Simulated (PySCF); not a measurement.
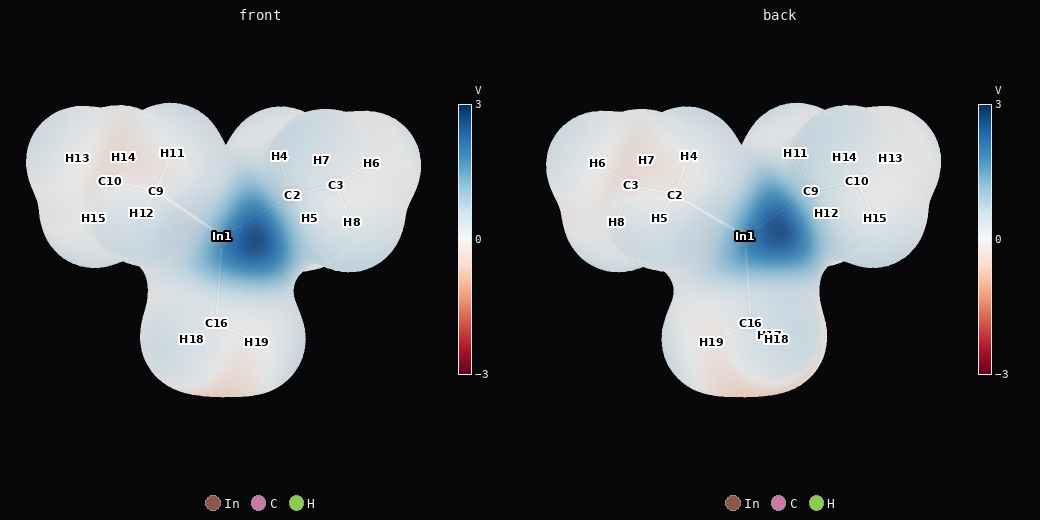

*C₅H₁₃In (InEt2Me). The molecular electrostatic potential painted on the density surface at 0.002 e/bohr³, seen from the front and from behind; red is negative and blue positive.*

Geometry: PBE0-D3(BJ)/def2-SVP; core potentials replace the inner electrons of In.

Theory: CAM-B3LYP/def2-SVPD, SCF density, gas phase, scalar-relativistic core potentials on the heavy atoms (PySCF).

```xyz
19

In   -0.2031   -0.4011    0.0146
C     1.9891   -0.4146   -0.0155
C     2.6077   -0.3662    1.3798
H     2.3239    0.4507   -0.6113
H     2.3227   -1.3174   -0.5527
H     3.7116   -0.3562    1.3445
H     2.3043    0.5340    1.9399
H     2.3221   -1.2372    1.9927
C    -1.3062    1.4929    0.0267
C    -1.7643    1.9272   -1.3640
H    -0.6682    2.2687    0.4804
H    -2.1760    1.3711    0.6933
H    -2.3311    2.8749   -1.3374
H    -0.9168    2.0879   -2.0509
H    -2.4233    1.1802   -1.8374
C    -1.3152   -2.2746    0.0083
H    -1.4846   -2.5939   -1.0332
H    -2.2975   -2.1579    0.4894
H    -0.7578   -3.0750    0.5171
```

### Where is the surface potential most negative and most positive?

The most negative region (about −0.5 V, or −12 kcal/mol for a unit charge) lies over C16, the most positive (about +2.6 V, or +60 kcal/mol for a unit charge) over In1.
